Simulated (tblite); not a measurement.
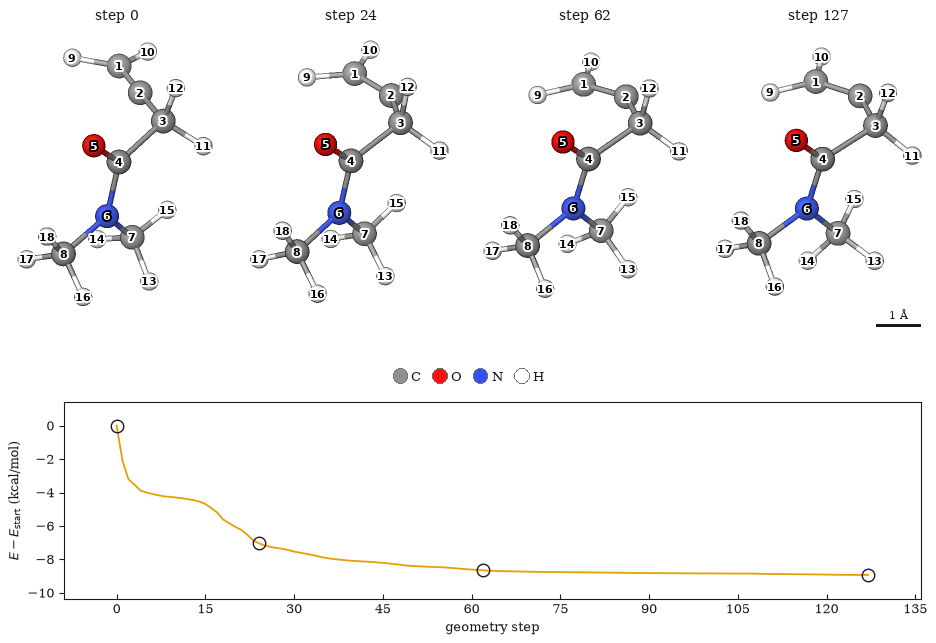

Frames of a relaxation of C6H10NO (multiplicity 2), marked on the history of the run. The picture is a ball-and-stick view, seen from a free direction.

Computed with GFN2-xTB geometry optimisation, gas phase (tblite 0.8.0). 

### What happens along the run?

The energy falls by 8.93 kcal/mol in 127 geometry steps. The largest move after the best rigid fit is that of H9, 1.01 Å. Largest moves by element: H 1.01 Å, C 0.48 Å, N 0.23 Å, O 0.19 Å. Near-neighbour distances that change, for instance: C4–N6 1.388 → 1.350 Å, C4–O5 1.250 → 1.215 Å, N6–C7 1.461 → 1.443 Å, C1–C2 1.309 → 1.295 Å. Among the angles between lasting bonds that change: C1–C2–C3 178.4° → 142.6°, H9–C1–H10 118.7° → 114.1°, N6–C8–H18 112.6° → 108.2°. Groups turn about N6–C7 by about 40°. Cost: 0.78 s on 1 thread of Arm Neoverse V1 (shared host). From step 0 to 24: H9 moves most (0.51 Å), energy −7.03 kcal/mol. From step 24 to 62: H9 moves most (0.48 Å), energy −1.63 kcal/mol. From step 62 to 127: H14 moves most (0.45 Å), energy −0.27 kcal/mol.

```csv
step,"E − E(0), kcal/mol"
0,0.00
1,-2.11
2,-3.21
3,-3.52
4,-3.87
5,-4.00
6,-4.09
7,-4.16
8,-4.23
9,-4.26
10,-4.30
16,-4.93
22,-6.50
28,-7.37
35,-7.89
41,-8.11
47,-8.28
53,-8.45
59,-8.59
65,-8.70
72,-8.75
78,-8.77
84,-8.80
90,-8.82
96,-8.84
102,-8.84
109,-8.86
115,-8.89
121,-8.92
127,-8.93
```
